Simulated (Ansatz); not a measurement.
AlH₅O₂S

Input

```
basis:
  gaussian:
    orbitals: def2-TZVPD
crystal:
  periodic: [false, false, false]
  atoms:
    - {symbol: Al, position_ang: [-0.765269, -0.830616, -0.105737]}
    - {symbol: O, position_ang: [-1.179720, 0.591293, -1.004132]}
    - {symbol: O, position_ang: [-1.575588, -1.341370, 1.337504]}
    - {symbol: S, position_ang: [1.517376, 0.111333, 1.050853]}
    - {symbol: H, position_ang: [-0.005788, -1.961875, -0.910575]}
    - {symbol: H, position_ang: [-2.226834, -0.812718, 1.825450]}
    - {symbol: H, position_ang: [-1.803857, 1.272817, -0.708056]}
    - {symbol: H, position_ang: [1.954042, -1.141454, 1.368480]}
    - {symbol: H, position_ang: [2.196227, 0.108830, -0.132427]}
hamiltonian:
  xc: pbe0
output: {forces: true, orbitals: {seedname: orbitals}}
```

Launched as:

```sh
ansatz run input.yaml --threads 1 --pin off --max-ram 2610MiB --events-out events.jsonl --progress --plain --runs-dir runs
```

Geometry: BLYP-D3(BJ)/def2-SVP.

The calculation used Ansatz, isolated molecule in a Gaussian basis; Kohn-Sham density functional theory, functional PBE0.

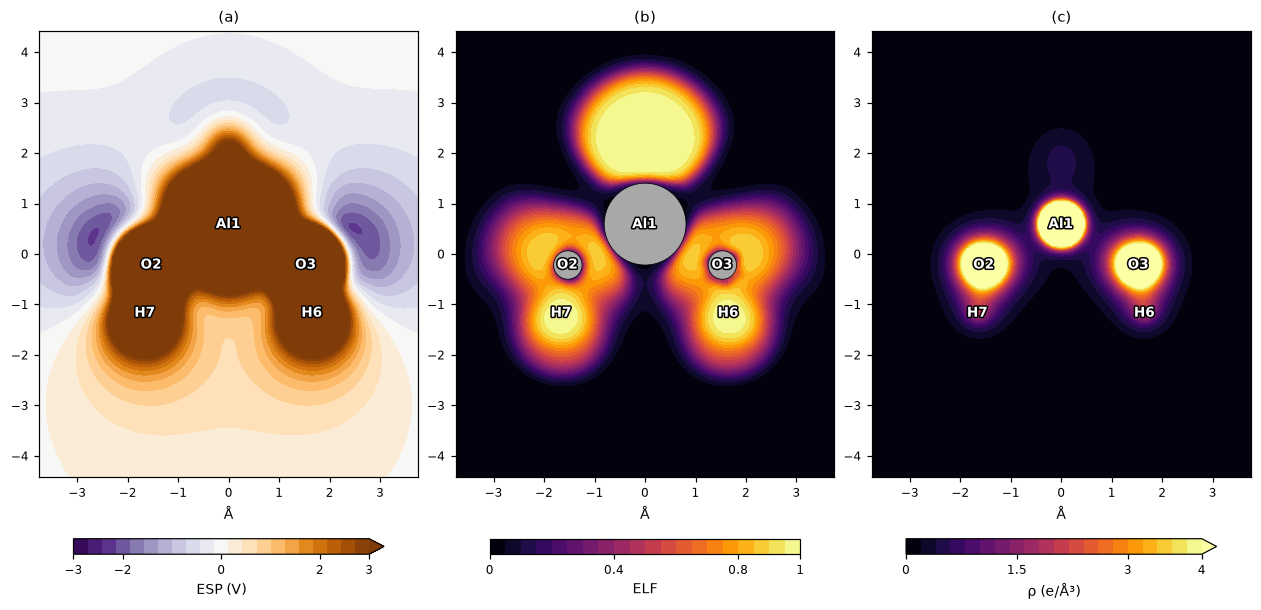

Figure 1. (a) molecular electrostatic potential; (b) ELF; (c) electron density on the plane of atoms O2, Al1 and O3. Grey discs cover the atomic cores in the ELF map.

What do the fields say about this system?

Answer. Atoms in the plane: Al, O and H.
Al–O (1.73 Å): the density is about 0.84 e/Å³ at the midpoint; the ELF peaks at about 0.85 in the valence shell of O, 0.6 Å from its nucleus, and is about 0.50 at the midpoint.
O–H (0.97 Å): ρ is about 3.6 e/Å³ halfway; the ELF climbs to about 1 towards the hydrogen, as it does in any bond to H: an ordinary covalent bond to hydrogen.
The ELF also peaks beside O3 and O2, away from the bonds: lone-pair regions.
Outside the dense part of the molecule the potential is most negative (−2.2 V) near O2 and O3.

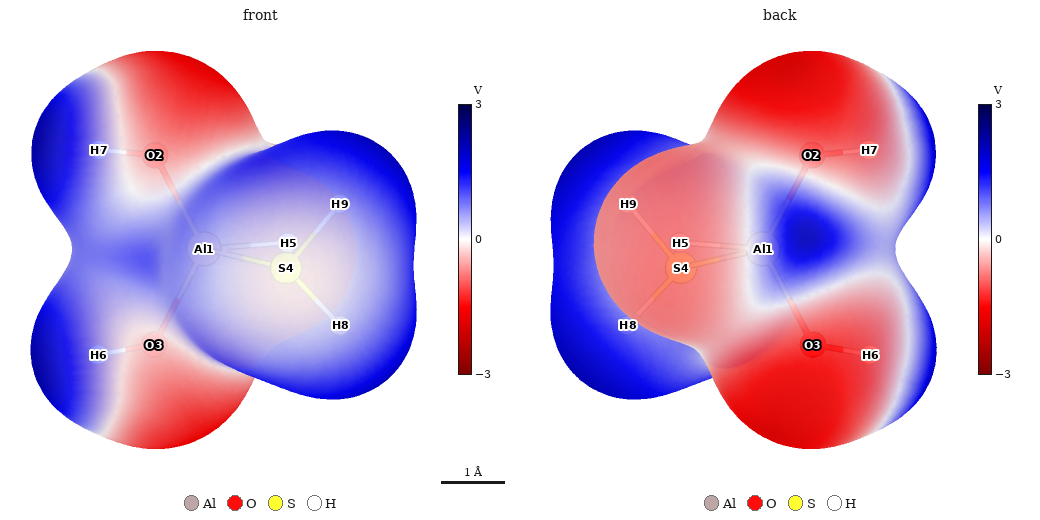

Figure 2. The electrostatic potential painted on the density surface at 0.002 e/bohr³, seen from the front and from behind; red is negative and blue positive.

Describe the electrostatic potential map.

Answer. The most negative region (about −1.8 V) lies over O2 and O3, the most positive (about +2.1 V) over H6 and H7.

How polar is the molecule by this calculation?

Answer. Its dipole moment is 2.87 D.

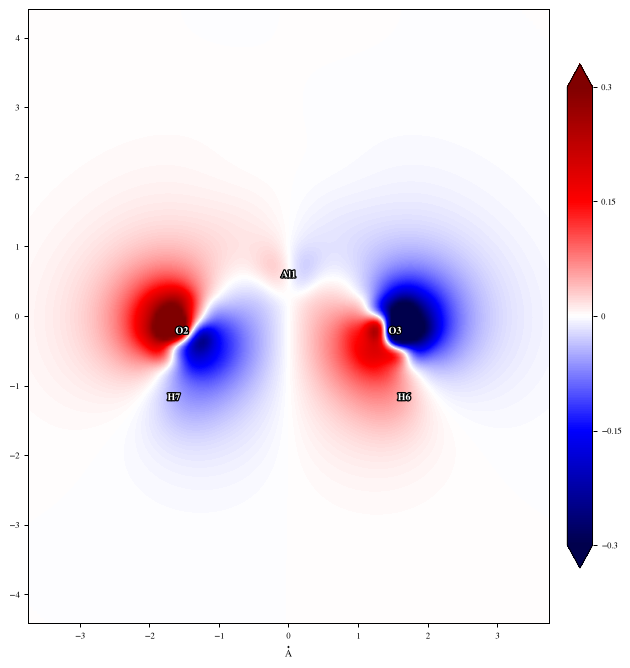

Figure 3. The HOMO−1 on the plane of atoms O2, Al1 and O3 (values in Å⁻³ᐟ²; the overall sign is arbitrary).

Where does this orbital lie, and at what energy?

Answer. By Hirshfeld shares it lies mainly on O2 (about 40 %) and O3 (about 40 %); largely a combination of lone pairs on O2 and O3. Its energy is −8.51 eV.
